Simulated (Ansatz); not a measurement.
# GeHF3 (SMILES [F][GeH]([F])[F]): B2PLYP/aug-cc-pVDZ

What is the electronic atomisation energy of GeHF3 at B2PLYP/aug-cc-pVDZ? 

The results are computed with Ansatz 0.2.0.

48 further runs of the same task are left out: 48 set aside as unsound or not needed. Runs told in other sessions of the task aren't counted.

## Step 1: The molecule

The species is GeHF3 (5 atoms), meant as a singlet with charge 0. As SMILES, `[F][GeH]([F])[F]`. The coordinates come from a PBE0-D4/def2-TZVP relaxation.

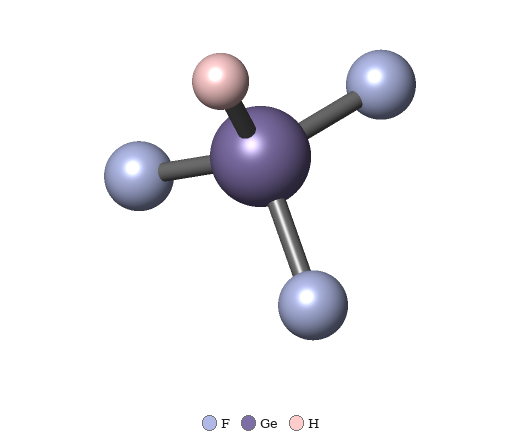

The structure, seen from a chosen angle (fluorine light blue, germanium purple, hydrogen pink).

## Step 2: The energy at B2PLYP/aug-cc-pVDZ

Input file molecule.yaml:

```yaml
crystal:
  periodic: [false, false, false]
  atoms:
    - symbol: F
      position_ang: [-0.249800, -0.734100, 1.483000]
    - symbol: Ge
      position_ang: [0.095600, -0.008700, -0.023300]
    - symbol: F
      position_ang: [-0.673100, 1.515700, -0.011300]
    - symbol: F
      position_ang: [-0.708100, -0.944000, -1.204000]
    - symbol: H
      position_ang: [1.585200, 0.097300, -0.285700]
basis:
  gaussian: {orbitals: aug-cc-pVDZ}
hamiltonian: {xc: {name: B2PLYP}}
correlation: {frozen_orbitals: {F: 1, Ge: 9, H: 0}}
accuracy: high
output: {orbitals: {seedname: orbitals}}
```

Started as:

```
$ ansatz run molecule.yaml --threads 1 --pin off --max-ram 3480MiB --events-out events.jsonl --progress --plain --runs-dir runs
```

Log:

```text
Warning: RAYON_NUM_THREADS=1 ignored (pool sized by the plan → 1); use --threads N
Functional definition: B2PLYP
  name "B2PLYP"
  parameter a = 0.53
  parameter c = 0.27
  exchange = (1 - a)*b88_x + a*exact_x
  correlation = (1 - c)*lyp_c + c*(mp2_os + mp2_ss)
2323 factors; integrals over basis functions are off by at most 4.5e-9 eV
mean field evaluation 1: about -64661.3311 eV, gradient 5.1e1 eV
mean field evaluation 2: about -64661.4368 eV, gradient 5.1e1 eV
mean field evaluation 4: about -64665.4694 eV, gradient 1.0e0 eV
mean field evaluation 8: about -64665.4876 eV, gradient 4.8e-2 eV
mean field evaluation 16: about -64665.4876 eV, gradient 1.5e-5 eV
mean field -64665.48759925 eV, -2376.4128374308 hartree, gradient 1.8e-8 eV, S^2 0.000000; 0 other end points of the search recorded, 0 dependent functions left out
12 core orbitals not correlated: weight in the atoms' cores, before any rotation towards them, 1.000 or more for the frozen orbitals, at most 0.000 for the correlated occupied ones
reference -64665.48762630 eV, -2376.4128384246 hartree; 18, 18 occupied and 84, 84 virtual orbitals, 2323 factors
second order -24.45671718 eV of doubles, -0.00000000 eV of singles
Total energy: -64672.09093994 eV, -2376.6555057249 hartree
```

It took 20 s on 1 thread of Arm Neoverse V1, shared host; peak memory 0.44 GiB.

## Step 3: The F atom at the same level

Input file run.yaml:

```yaml
crystal:
  periodic: [false, false, false]
  atoms:
    - {symbol: F, position_ang: [0.000000, 0.000000, 0.000000]}
basis:
  gaussian:
    orbitals: aug-cc-pVDZ
magnetization:
  spin_polarized: true
  initial_magnetization: 1
hamiltonian:
  xc: {name: B2PLYP}
correlation:
  frozen_orbitals: {F: 1}
accuracy: high
```

Run the same way, it converges to -99.67564 Eh (log not shown).

## Step 4: The Ge atom at the same level

Input file molecule.yaml:

```yaml
crystal:
  periodic: [false, false, false]
  atoms:
    - {symbol: Ge, position_ang: [0.000000, 0.000000, 0.000000]}
basis:
  gaussian:
    orbitals: aug-cc-pVDZ
magnetization:
  spin_polarized: true
  initial_magnetization: 2
hamiltonian:
  xc: {name: B2PLYP}
correlation:
  frozen_orbitals: {Ge: 9}
accuracy: high
```

Run the same way, it converges to -2076.48452 Eh (log not shown).

## Step 5: The H atom, same level

Input file input.yaml:

```yaml
crystal:
  periodic: [false, false, false]
  atoms:
    - symbol: H
      position_ang: [0.000000, 0.000000, 0.000000]
basis:
  gaussian: {orbitals: aug-cc-pVDZ}
magnetization: {spin_polarized: true, initial_magnetization: 1}
hamiltonian: {xc: {name: B2PLYP}}
correlation: {frozen_orbitals: {H: 0}}
accuracy: high
```

Run the same way, it converges to -0.49815 Eh (log not shown).

## Step 6: Outcome

Level: B2PLYP/aug-cc-pVDZ, 12 core orbitals frozen.

| quantity | value |
| --- | --- |
| molecule: total energy | -2376.65551 Eh |
| molecule: HOMO energy (SCF part's orbitals) | -13.05 eV |
| molecule: LUMO energy (SCF part's orbitals) | 0.22 eV |
| molecule: HOMO–LUMO gap (SCF part's orbitals) | 13.27 eV |
| F atom: total energy | -99.67564 Eh |
| F atom: ⟨S²⟩ | 0.752 |
| Ge atom: total energy | -2076.48452 Eh |
| Ge atom: ⟨S²⟩ | 2.005 |
| H atom: total energy | -0.49815 Eh |
| H atom: ⟨S²⟩ | 0.750 |
| electronic atomisation energy | 17.576 eV |

**Reading.** Taking the molecule apart into free atoms costs 17.58 eV (1696 kJ/mol), before zero-point energy and without spin-orbit coupling.
